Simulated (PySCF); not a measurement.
# C3HN3Si: NMR shifts at several levels of theory

Aim: compute the NMR shifts of C3HN3Si (`N#C[SiH](C#N)C#N`) at several levels, and see how far they spread and what each costs.

The runs use PySCF 2.14.0, with density-fitted response routines of our own; the level of theory stands in each step. All values are computed, except where a source is named. Atoms are numbered from 0 throughout.

## Step 1: The starting structure

8 atoms, charge 0, multiplicity 1; geometry from: GFN2-xTB. The atoms were then displaced at random by about 0.01 Å, so the start is not that level's minimum.

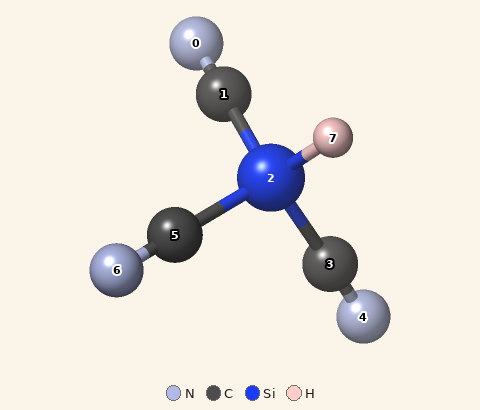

As it starts; nitrogen light blue, carbon dark grey, silicon blue, hydrogen pink, atoms numbered.

## Step 2: Optimising the geometry at PBE0-D3(BJ)/def2-SVP

The job: settings as JSON, then the geometry in Å.

```
{"job": {"xc": "PBE0", "basis": "def2-SVP", "d3": "d3bj", "grid": 1, "shake": 0.01, "kind": "geom"}, "charge": 0, "multiplicity": 1}
N     -0.431260     2.748860    -0.495750
C     -0.277660     1.703860    -0.127640
Si    -0.002130    -0.023230     0.506840
C      1.635080    -0.602810    -0.285040
N      2.576140    -0.974640    -0.763710
C     -1.346300    -1.067570    -0.214190
N     -2.172130    -1.723840    -0.638810
H      0.073400    -0.079760     1.965830
```

Run with:

```console
> OMP_NUM_THREADS=1 python probes_run.py task.json out
```

This one command runs all jobs of the session in turn.

Log:

```text
step   0  E = -567.86194919  max force = 0.113695
step   1  E = -567.87055348  max force = 0.019075
step   2  E = -567.87221874  max force = 0.006219
step   3  E = -567.87305113  max force = 0.003553
step   4  E = -567.87324575  max force = 0.002306
step   5  E = -567.87343820  max force = 0.000751
step   6  E = -567.87345455  max force = 0.000486
step   7  E = -567.87345740  max force = 0.000117
optimisation converged
```

Wall time 31 s (1 thread of Arm Neoverse V1, shared host); peak memory 0.43 GiB.

Step by step:

| step | energy from step 0 (eV) | largest force component (eV/Å) |
| --- | --- | --- |
| 0 | 0.0000 | 5.8464 |
| 1 | -0.2341 | 0.9809 |
| 2 | -0.2794 | 0.3198 |
| 3 | -0.3021 | 0.1827 |
| 4 | -0.3074 | 0.1186 |
| 5 | -0.3126 | 0.0386 |
| 6 | -0.3131 | 0.0250 |
| 7 | -0.3132 | 0.0060 |

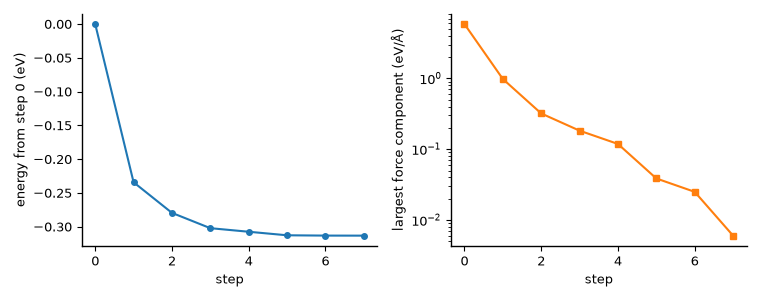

Energy and largest force along the relaxation.

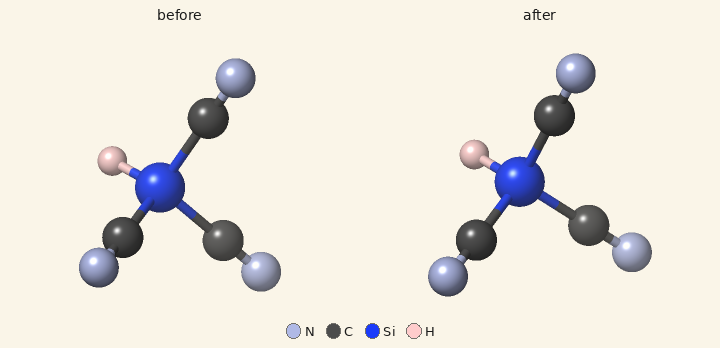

The geometry before (left) and after (right).

Close pairs (by a distance rule), those that changed most:

| bond | before (Å) | after (Å) | change (Å) |
| --- | --- | --- | --- |
| Si2–C3 | 1.909 | 1.841 | -0.068 |
| N0–C1 | 1.119 | 1.159 | +0.040 |
| C3–N4 | 1.119 | 1.159 | +0.039 |
| C5–N6 | 1.137 | 1.159 | +0.022 |
| C1–Si2 | 1.860 | 1.841 | -0.019 |
| Si2–H7 | 1.462 | 1.478 | +0.016 |
| Si2–C5 | 1.849 | 1.842 | -0.007 |

The next job starts from the end point, and lists it.

| at the end point | value |
| --- | --- |
| point group (found at 0.08 Å tolerance) | C3v |
| rotational constants (GHz, main isotopes) | 2.096, 2.076, 1.151 |
| dipole moment (D) | 2.85 |

## Step 3: Nuclear shieldings: mPW1PW91/pcSseg-2

The job: settings as JSON, then the geometry in Å.

```
{"job": {"kind": "nmr", "xc": "mPW1PW91", "basis": "pcSseg-2", "pop": false}, "charge": 0, "multiplicity": 1}
N     -0.035988     2.805098    -0.619965
C     -0.011756     1.717236    -0.221621
Si     0.040182     0.001594     0.444093
C      1.477634    -0.857638    -0.320786
N      2.391267    -1.400868    -0.782246
C     -1.494564    -0.870285    -0.081778
N     -2.464510    -1.425317    -0.388352
H      0.156876     0.013714     1.917079
```

With the program's defaults for keys left out, this is: GIAO mPW1PW91/pcSseg-2 NMR shielding, non-relativistic, gas phase.

Log:

```text
coarse grid: 8688 points
cycle   1  E = -568.5448943060  dE =  8.064e-01  |g| = 6.525e-01  |ddm| = 2.424e+00
cycle   2  E = -567.9341318352  dE =  6.108e-01  |g| = 1.747e+00  |ddm| = 1.192e+00
cycle   3  E = -568.6528958829  dE = -7.188e-01  |g| = 1.050e-01  |ddm| = 8.795e-01
cycle   4  E = -568.6548612796  dE = -1.965e-03  |g| = 4.347e-02  |ddm| = 1.008e-01
cycle   5  E = -568.6552484484  dE = -3.872e-04  |g| = 2.369e-03  |ddm| = 2.776e-02
cycle   6  E = -568.6552493926  dE = -9.441e-07  |g| = 8.768e-04  |ddm| = 2.471e-03
final grid: 83904 points
cycle   7  E = -568.6690857214  dE = -3.600e-05  |g| = 2.865e-03  |ddm| = 3.078e-02
cycle   8  E = -568.6690856517  dE =  6.966e-08  |g| = 3.078e-03  |ddm| = 4.696e-03
cycle   9  E = -568.6690874384  dE = -1.787e-06  |g| = 1.415e-03  |ddm| = 2.236e-03
cycle  10  E = -568.6690878610  dE = -4.226e-07  |g| = 2.239e-04  |ddm| = 7.338e-04
cycle  11  E = -568.6690878710  dE = -9.968e-09  |g| = 5.311e-05  |ddm| = 1.250e-04
cycle  12  E = -568.6690878707  dE =  2.988e-10  |g| = 6.603e-05  |ddm| = 4.875e-05
cycle  13  E = -568.6690878716  dE = -9.309e-10  |g| = 3.139e-06  |ddm| = 2.822e-05
converged SCF energy = -568.6690878716

GIAO shielding tensors (ppm)
atom      isotropic    diamagn.    paramagn.     s11        s22        s33       span
  0 N     -126.191     329.677    -455.868   -337.190   -336.003    294.620    631.810
  1 C       63.293     264.807    -201.515    -50.030    -47.967    287.875    337.904
  2 Si     452.144     876.408    -424.264    441.684    442.021    472.728     31.044
  3 C       63.269     264.798    -201.529    -50.083    -47.976    287.867    337.950
  4 N     -126.176     329.677    -455.853   -337.254   -335.831    294.556    631.810
  5 C       63.314     264.803    -201.489    -49.969    -47.946    287.857    337.826
  6 N     -126.144     329.668    -455.812   -337.052   -336.193    294.814    631.865
  7 H       26.545      27.050      -0.505     24.274     24.295     31.065      6.791
```

Run time: 26 s. Hardware: 1 thread of Arm Neoverse V1, shared host; peak memory 1.1 GiB.

The references, computed at this level on geometries of the same kind, shield at (ppm): 1H TMS 31.29, 13C TMS 183.5, 29Si TMS 340.0, 15N NH3 260.5. Their shielding less the atom's gives the shift. The references are single molecules in the gas phase, so shifts against H2O, NH3, PH3, H3PO4 or CFCl3 are not on the usual liquid scales and can be off by tens of ppm. Atoms listed in one row are averaged.

| atoms | environment | σ (ppm) | δ (ppm) |
| --- | --- | --- | --- |
| C1, C3, C5 | nitrile carbon | 63.3 | 120.2 |
| H7 | hydrogen on a silicon bonded to 3 C | 26.54 | 4.75 |
| N0, N4, N6 | nitrile nitrogen | -126.2 | 386.7 |
| Si2 | silicon bonded to 3 C, H | 452.1 | -112.1 |

## Step 4: Shielding tensors: BP86/pcSseg-2

The job, as its differences from that of step 3:

```diff
@@ -1,2 +1,2 @@
-{"job": {"kind": "nmr", "xc": "mPW1PW91", "basis": "pcSseg-2", "pop": false}, "charge": 0, "multiplicity": 1}
+{"job": {"kind": "nmr", "xc": "BP86", "basis": "pcSseg-2", "pop": false}, "charge": 0, "multiplicity": 1}
 N     -0.035988     2.805098    -0.619965
```

With the program's defaults for keys left out, this is: GIAO BP86/pcSseg-2 NMR shielding, non-relativistic, gas phase.

Log:

```text
coarse grid: 8688 points
cycle   1  E = -568.6550563877  dE =  7.586e-01  |g| = 6.482e-01  |ddm| = 2.478e+00
cycle   2  E = -567.6078324345  dE =  1.047e+00  |g| = 2.154e+00  |ddm| = 1.594e+00
cycle   3  E = -568.7312606341  dE = -1.123e+00  |g| = 3.485e-01  |ddm| = 1.287e+00
cycle   4  E = -568.7570211772  dE = -2.576e-02  |g| = 5.793e-02  |ddm| = 2.080e-01
cycle   5  E = -568.7577911868  dE = -7.700e-04  |g| = 9.835e-03  |ddm| = 5.195e-02
cycle   6  E = -568.7578254524  dE = -3.427e-05  |g| = 2.279e-03  |ddm| = 1.269e-02
cycle   7  E = -568.7578258115  dE = -3.591e-07  |g| = 2.003e-03  |ddm| = 2.164e-03
final grid: 83904 points
cycle   8  E = -568.7792761213  dE = -3.502e-05  |g| = 7.908e-03  |ddm| = 4.070e-02
cycle   9  E = -568.7791145903  dE =  1.615e-04  |g| = 2.807e-02  |ddm| = 1.571e-02
cycle  10  E = -568.7792892766  dE = -1.747e-04  |g| = 1.668e-03  |ddm| = 1.208e-02
cycle  11  E = -568.7792893026  dE = -2.599e-08  |g| = 1.637e-03  |ddm| = 1.451e-03
cycle  12  E = -568.7792898651  dE = -5.626e-07  |g| = 4.288e-04  |ddm| = 8.492e-04
cycle  13  E = -568.7792899080  dE = -4.290e-08  |g| = 2.434e-05  |ddm| = 2.659e-04
cycle  14  E = -568.7792899081  dE = -7.776e-11  |g| = 8.242e-06  |ddm| = 2.146e-05
converged SCF energy = -568.7792899081

GIAO shielding tensors (ppm)
atom      isotropic    diamagn.    paramagn.     s11        s22        s33       span
  0 N     -120.084     328.429    -448.513   -326.911   -325.419    292.077    618.989
  1 C       64.715     263.621    -198.906    -46.343    -44.096    284.584    330.927
  2 Si     444.392     876.795    -432.403    434.502    434.852    463.822     29.320
  3 C       64.690     263.613    -198.923    -46.394    -44.107    284.572    330.966
  4 N     -120.070     328.428    -448.498   -326.973   -325.244    292.008    618.981
  5 C       64.744     263.616    -198.872    -46.281    -44.066    284.580    330.861
  6 N     -120.030     328.422    -448.451   -326.789   -325.580    292.280    619.069
  7 H       26.329      27.176      -0.847     24.108     24.130     30.749      6.641
```

It took 35 s on 1 thread of Arm Neoverse V1, shared host; peak memory 0.82 GiB.

Key values: δ C1 114.5, N0 379.3, Si2 -122.3, H7 4.91 ppm (means over like atoms).

## Step 5: NMR shieldings: LC-wPBE/pcSseg-2

The job, as its differences from that of step 4:

```diff
@@ -1,2 +1,2 @@
-{"job": {"kind": "nmr", "xc": "BP86", "basis": "pcSseg-2", "pop": false}, "charge": 0, "multiplicity": 1}
+{"job": {"kind": "nmr", "xc": "LC-wPBE", "basis": "pcSseg-2", "pop": false}, "charge": 0, "multiplicity": 1}
 N     -0.035988     2.805098    -0.619965
```

Method: GIAO LC-wPBE/pcSseg-2 NMR shielding, non-relativistic, gas phase.

Log:

```text
coarse grid: 8688 points
cycle   1  E = -568.2295510960  dE =  8.162e-01  |g| = 8.345e-01  |ddm| = 2.385e+00
cycle   2  E = -568.0037899785  dE =  2.258e-01  |g| = 1.415e+00  |ddm| = 9.677e-01
cycle   3  E = -568.4180357827  dE = -4.142e-01  |g| = 6.770e-02  |ddm| = 6.111e-01
cycle   4  E = -568.4194070887  dE = -1.371e-03  |g| = 2.908e-02  |ddm| = 8.897e-02
cycle   5  E = -568.4195756212  dE = -1.685e-04  |g| = 4.837e-03  |ddm| = 2.842e-02
cycle   6  E = -568.4195865904  dE = -1.097e-05  |g| = 1.201e-03  |ddm| = 9.012e-03
cycle   7  E = -568.4195873950  dE = -8.046e-07  |g| = 3.177e-04  |ddm| = 3.318e-03
final grid: 83904 points
cycle   8  E = -568.4377550664  dE = -9.088e-05  |g| = 5.541e-03  |ddm| = 4.294e-02
cycle   9  E = -568.4377545983  dE =  4.681e-07  |g| = 5.057e-03  |ddm| = 4.731e-03
cycle  10  E = -568.4377587973  dE = -4.199e-06  |g| = 1.840e-03  |ddm| = 2.758e-03
cycle  11  E = -568.4377594604  dE = -6.631e-07  |g| = 1.837e-04  |ddm| = 8.442e-04
cycle  12  E = -568.4377594722  dE = -1.176e-08  |g| = 4.876e-05  |ddm| = 2.535e-04
cycle  13  E = -568.4377594726  dE = -4.291e-10  |g| = 3.883e-05  |ddm| = 5.516e-05
cycle  14  E = -568.4377594729  dE = -3.399e-10  |g| = 5.331e-06  |ddm| = 2.815e-05
converged SCF energy = -568.4377594729

GIAO shielding tensors (ppm)
atom      isotropic    diamagn.    paramagn.     s11        s22        s33       span
  0 N     -122.079     328.651    -450.730   -333.330   -332.439    299.533    632.862
  1 C       60.809     264.956    -204.147    -54.599    -52.717    289.744    344.344
  2 Si     448.301     875.538    -427.237    438.154    438.528    468.222     30.067
  3 C       60.787     264.949    -204.162    -54.652    -52.726    289.738    344.391
  4 N     -122.062     328.652    -450.713   -333.378   -332.288    299.481    632.859
  5 C       60.827     264.954    -204.127    -54.537    -52.702    289.721    344.257
  6 N     -122.045     328.642    -450.686   -333.192   -332.649    299.705    632.897
  7 H       26.687      27.052      -0.364     24.377     24.399     31.286      6.909
```

Wall time 46 s (1 thread of Arm Neoverse V1, shared host); peak memory 1.2 GiB.

In short: δ C1 127.5, N0 386.1, Si2 -101.6, H7 4.63 ppm (means over like atoms).

## Step 6: Nuclear shieldings: PBE/pcSseg-2

The job, as its differences from that of step 5:

```diff
@@ -1,2 +1,2 @@
-{"job": {"kind": "nmr", "xc": "LC-wPBE", "basis": "pcSseg-2", "pop": false}, "charge": 0, "multiplicity": 1}
+{"job": {"kind": "nmr", "xc": "PBE", "basis": "pcSseg-2", "pop": false}, "charge": 0, "multiplicity": 1}
 N     -0.035988     2.805098    -0.619965
```

Method: GIAO PBE/pcSseg-2 NMR shielding, non-relativistic, gas phase.

Log:

```text
coarse grid: 8688 points
cycle   1  E = -568.1582540557  dE =  7.559e-01  |g| = 6.387e-01  |ddm| = 2.489e+00
cycle   2  E = -567.1657169644  dE =  9.925e-01  |g| = 2.105e+00  |ddm| = 1.604e+00
cycle   3  E = -568.2289812371  dE = -1.063e+00  |g| = 3.629e-01  |ddm| = 1.285e+00
cycle   4  E = -568.2568737879  dE = -2.789e-02  |g| = 5.669e-02  |ddm| = 2.107e-01
cycle   5  E = -568.2576176071  dE = -7.438e-04  |g| = 9.639e-03  |ddm| = 5.229e-02
cycle   6  E = -568.2576507169  dE = -3.311e-05  |g| = 2.441e-03  |ddm| = 1.259e-02
cycle   7  E = -568.2576509756  dE = -2.587e-07  |g| = 2.305e-03  |ddm| = 2.324e-03
final grid: 83904 points
cycle   8  E = -568.2785128718  dE = -4.781e-05  |g| = 1.151e-02  |ddm| = 4.195e-02
cycle   9  E = -568.2782368147  dE =  2.761e-04  |g| = 3.718e-02  |ddm| = 2.398e-02
cycle  10  E = -568.2785365105  dE = -2.997e-04  |g| = 5.346e-03  |ddm| = 1.742e-02
cycle  11  E = -568.2785421835  dE = -5.673e-06  |g| = 2.404e-03  |ddm| = 3.639e-03
cycle  12  E = -568.2785433147  dE = -1.131e-06  |g| = 6.630e-04  |ddm| = 1.285e-03
cycle  13  E = -568.2785434134  dE = -9.870e-08  |g| = 6.355e-05  |ddm| = 3.668e-04
cycle  14  E = -568.2785434145  dE = -1.024e-09  |g| = 1.081e-05  |ddm| = 5.895e-05
cycle  15  E = -568.2785434145  dE = -2.819e-11  |g| = 2.454e-06  |ddm| = 9.940e-06
converged SCF energy = -568.2785434145

GIAO shielding tensors (ppm)
atom      isotropic    diamagn.    paramagn.     s11        s22        s33       span
  0 N     -121.213     330.559    -451.772   -328.540   -326.911    291.811    620.351
  1 C       64.183     263.326    -199.143    -47.159    -44.839    284.546    331.705
  2 Si     445.738     876.871    -431.133    435.962    436.315    464.938     28.976
  3 C       64.158     263.317    -199.160    -47.211    -44.849    284.534    331.745
  4 N     -121.199     330.558    -451.758   -328.605   -326.735    291.743    620.348
  5 C       64.213     263.322    -199.109    -47.094    -44.808    284.542    331.636
  6 N     -121.158     330.550    -451.709   -328.417   -327.071    292.013    620.430
  7 H       26.283      27.205      -0.923     24.066     24.087     30.696      6.630
```

Wall time 36 s (1 thread of Arm Neoverse V1, shared host); peak memory 0.82 GiB.

This run: δ C1 115.2, N0 382.2, Si2 -122.3, H7 4.90 ppm (means over like atoms).

## Step 7: Shielding tensors: LDA/pcSseg-2

The job, as its differences from that of step 6:

```diff
@@ -1,2 +1,2 @@
-{"job": {"kind": "nmr", "xc": "PBE", "basis": "pcSseg-2", "pop": false}, "charge": 0, "multiplicity": 1}
+{"job": {"kind": "nmr", "xc": "LDA", "basis": "pcSseg-2", "pop": false}, "charge": 0, "multiplicity": 1}
 N     -0.035988     2.805098    -0.619965
```

With the program's defaults for keys left out, this is: GIAO LDA/pcSseg-2 NMR shielding, non-relativistic, gas phase.

Log:

```text
coarse grid: 8688 points
cycle   1  E = -565.1282097717  dE =  7.272e-01  |g| = 6.235e-01  |ddm| = 2.676e+00
cycle   2  E = -564.2213965090  dE =  9.068e-01  |g| = 2.020e+00  |ddm| = 1.527e+00
cycle   3  E = -565.1896897443  dE = -9.683e-01  |g| = 3.816e-01  |ddm| = 1.220e+00
cycle   4  E = -565.2197797835  dE = -3.009e-02  |g| = 6.054e-02  |ddm| = 2.120e-01
cycle   5  E = -565.2206471331  dE = -8.673e-04  |g| = 9.840e-03  |ddm| = 5.613e-02
cycle   6  E = -565.2206794017  dE = -3.227e-05  |g| = 2.808e-03  |ddm| = 1.287e-02
cycle   7  E = -565.2206802458  dE = -8.441e-07  |g| = 2.251e-03  |ddm| = 2.510e-03
final grid: 83904 points
cycle   8  E = -565.2298913282  dE = -1.347e-05  |g| = 8.324e-03  |ddm| = 2.510e-02
cycle   9  E = -565.2297021697  dE =  1.892e-04  |g| = 3.055e-02  |ddm| = 1.626e-02
cycle  10  E = -565.2299063574  dE = -2.042e-04  |g| = 7.636e-04  |ddm| = 1.274e-02
cycle  11  E = -565.2299061485  dE =  2.089e-07  |g| = 1.193e-03  |ddm| = 7.575e-04
cycle  12  E = -565.2299064593  dE = -3.108e-07  |g| = 7.892e-05  |ddm| = 5.194e-04
cycle  13  E = -565.2299064611  dE = -1.825e-09  |g| = 2.161e-05  |ddm| = 8.423e-05
cycle  14  E = -565.2299064612  dE = -9.663e-11  |g| = 2.802e-06  |ddm| = 1.766e-05
converged SCF energy = -565.2299064612

GIAO shielding tensors (ppm)
atom      isotropic    diamagn.    paramagn.     s11        s22        s33       span
  0 N     -132.163     329.406    -461.569   -343.199   -342.322    289.032    632.231
  1 C       60.243     263.631    -203.389    -53.007    -50.563    284.298    337.305
  2 Si     427.389     877.431    -450.042    417.562    417.950    446.656     29.093
  3 C       60.218     263.625    -203.407    -53.058    -50.575    284.286    337.343
  4 N     -132.151     329.406    -461.557   -343.253   -342.163    288.963    632.217
  5 C       60.272     263.628    -203.356    -52.944    -50.533    284.294    337.238
  6 N     -132.106     329.399    -461.505   -343.058   -342.498    289.238    632.296
  7 H       25.618      26.438      -0.820     23.378     23.400     30.075      6.696
```

Run time: 30 s. Hardware: 1 thread of Arm Neoverse V1, shared host; peak memory 0.82 GiB.

In short: δ C1 120.0, N0 398.8, Si2 -124.3, H7 5.15 ppm (means over like atoms).

## Step 8: Shielding tensors: B97-2/pcSseg-2

The job, as its differences from that of step 7:

```diff
@@ -1,2 +1,2 @@
-{"job": {"kind": "nmr", "xc": "LDA", "basis": "pcSseg-2", "pop": false}, "charge": 0, "multiplicity": 1}
+{"job": {"kind": "nmr", "xc": "B97-2", "basis": "pcSseg-2", "pop": false}, "charge": 0, "multiplicity": 1}
 N     -0.035988     2.805098    -0.619965
```

Level: GIAO B97-2/pcSseg-2 NMR shielding, non-relativistic, gas phase.

Log:

```text
coarse grid: 8688 points
cycle   1  E = -568.5263893578  dE =  7.967e-01  |g| = 6.541e-01  |ddm| = 2.438e+00
cycle   2  E = -567.8438340273  dE =  6.826e-01  |g| = 1.820e+00  |ddm| = 1.244e+00
cycle   3  E = -568.6344540129  dE = -7.906e-01  |g| = 1.106e-01  |ddm| = 9.329e-01
cycle   4  E = -568.6367245829  dE = -2.271e-03  |g| = 4.508e-02  |ddm| = 1.059e-01
cycle   5  E = -568.6371531241  dE = -4.285e-04  |g| = 1.996e-03  |ddm| = 2.817e-02
cycle   6  E = -568.6371537825  dE = -6.585e-07  |g| = 8.906e-04  |ddm| = 2.206e-03
final grid: 83904 points
cycle   7  E = -568.6462531280  dE = -5.581e-05  |g| = 4.120e-03  |ddm| = 5.079e-02
cycle   8  E = -568.6462436369  dE =  9.491e-06  |g| = 7.361e-03  |ddm| = 4.180e-03
cycle   9  E = -568.6462539528  dE = -1.032e-05  |g| = 2.310e-03  |ddm| = 3.976e-03
cycle  10  E = -568.6462550773  dE = -1.124e-06  |g| = 4.775e-04  |ddm| = 1.052e-03
cycle  11  E = -568.6462551233  dE = -4.605e-08  |g| = 1.428e-04  |ddm| = 2.603e-04
cycle  12  E = -568.6462551276  dE = -4.278e-09  |g| = 2.399e-05  |ddm| = 7.646e-05
cycle  13  E = -568.6462551277  dE = -1.337e-10  |g| = 2.030e-06  |ddm| = 2.013e-05
converged SCF energy = -568.6462551277

GIAO shielding tensors (ppm)
atom      isotropic    diamagn.    paramagn.     s11        s22        s33       span
  0 N     -116.857     330.085    -446.942   -323.945   -322.588    295.961    619.906
  1 C       66.072     265.233    -199.161    -45.523    -43.501    287.240    332.763
  2 Si     459.736     876.401    -416.666    449.437    449.755    480.015     30.578
  3 C       66.048     265.224    -199.176    -45.576    -43.510    287.231    332.807
  4 N     -116.842     330.085    -446.927   -324.011   -322.414    295.898    619.909
  5 C       66.095     265.229    -199.134    -45.462    -43.479    287.225    332.687
  6 N     -116.811     330.076    -446.887   -323.815   -322.768    296.151    619.966
  7 H       26.681      27.205      -0.525     24.421     24.442     31.179      6.759
```

Wall time 26 s (1 thread of Arm Neoverse V1, shared host); peak memory 1.1 GiB.

In short: δ C1 117.4, N0 376.4, Si2 -112.1, H7 4.68 ppm (means over like atoms).

## Step 9: NMR shieldings: HF/pcSseg-2

The job, as its differences from that of step 8:

```diff
@@ -1,2 +1,2 @@
-{"job": {"kind": "nmr", "xc": "B97-2", "basis": "pcSseg-2", "pop": false}, "charge": 0, "multiplicity": 1}
+{"job": {"kind": "nmr", "xc": "HF", "basis": "pcSseg-2", "pop": false}, "charge": 0, "multiplicity": 1}
 N     -0.035988     2.805098    -0.619965
```

Level: GIAO HF/pcSseg-2 NMR shielding, non-relativistic, gas phase.

Log:

```text
final grid: 83904 points
cycle   1  E = -566.3472375591  dE =  9.769e-01  |g| = 8.143e-01  |ddm| = 2.383e+00
cycle   2  E = -566.3984069544  dE = -5.117e-02  |g| = 8.727e-01  |ddm| = 8.241e-01
cycle   3  E = -566.5619354824  dE = -1.635e-01  |g| = 9.075e-02  |ddm| = 4.366e-01
cycle   4  E = -566.5658058670  dE = -3.870e-03  |g| = 2.923e-02  |ddm| = 1.239e-01
cycle   5  E = -566.5661851262  dE = -3.793e-04  |g| = 7.059e-03  |ddm| = 4.072e-02
cycle   6  E = -566.5662063075  dE = -2.118e-05  |g| = 2.675e-03  |ddm| = 1.106e-02
cycle   7  E = -566.5662083250  dE = -2.018e-06  |g| = 5.066e-04  |ddm| = 2.696e-03
cycle   8  E = -566.5662083966  dE = -7.156e-08  |g| = 1.122e-04  |ddm| = 5.134e-04
cycle   9  E = -566.5662084006  dE = -3.998e-09  |g| = 4.251e-05  |ddm| = 1.379e-04
cycle  10  E = -566.5662084011  dE = -4.738e-10  |g| = 1.743e-05  |ddm| = 3.058e-05
converged SCF energy = -566.5662084011

GIAO shielding tensors (ppm)
atom      isotropic    diamagn.    paramagn.     s11        s22        s33       span
  0 N     -134.527     327.945    -462.472   -346.982   -346.435    289.837    636.819
  1 C       65.216     267.865    -202.649    -51.073    -49.312    296.033    347.106
  2 Si     481.061     873.202    -392.141    469.944    470.211    503.026     33.082
  3 C       65.195     267.857    -202.663    -51.135    -49.319    296.038    347.173
  4 N     -134.517     327.945    -462.462   -346.846   -346.464    289.760    636.606
  5 C       65.221     267.862    -202.641    -51.010    -49.306    295.977    346.987
  6 N     -134.487     327.936    -462.423   -347.032   -346.489    290.061    637.093
  7 H       27.195      26.936       0.260     24.814     24.836     31.936      7.123
```

It took 16 s on 1 thread of Arm Neoverse V1, shared host; peak memory 1.1 GiB.

Key values: δ C1 126.3, N0 395.3, Si2 -98.1, H7 4.49 ppm (means over like atoms).

[end of part 1 of 2]
